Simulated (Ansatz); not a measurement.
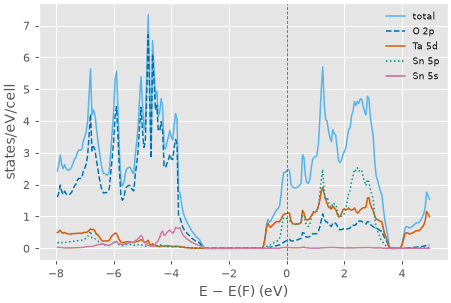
Total and projected density of states of TaSnO$_{3}$ (cubic perovskite, space group No. 221), LDA in the plane-wave PAW code Ansatz

Problem. Which orbitals carry the states next to the Fermi level?

Solution. Within 0.5 eV of the Fermi level: Ta 5d 48 %, Sn 5p 35 %, O 2p 11 %. Projections are on Löwdin-orthogonalised atomic valence shells; empty p or d shells of many metals are not among them.

Problem. Where is the tallest occupied peak in this window, and what makes it?

Solution. Near -4.8 eV, about 7.3 states/eV per cell; the largest projected share is O 2p.

Space group Pm-3m (cubic perovskite). The workflow started from an entry of the Crystallography Open Database (COD). Its standing as an ambient phase is unchecked. The cell was relaxed with LDA under the symmetry of its start; of distortions, only those at the zone centre were tested, and some modes there are weakly imaginary. The run is not spin-polarised. With an odd number of electrons in the cell and no spin polarisation, the count alone makes it a metal. Spin–orbit coupling is left out wherever it is not named.

Potentials: the later of the program's two PAW sets.
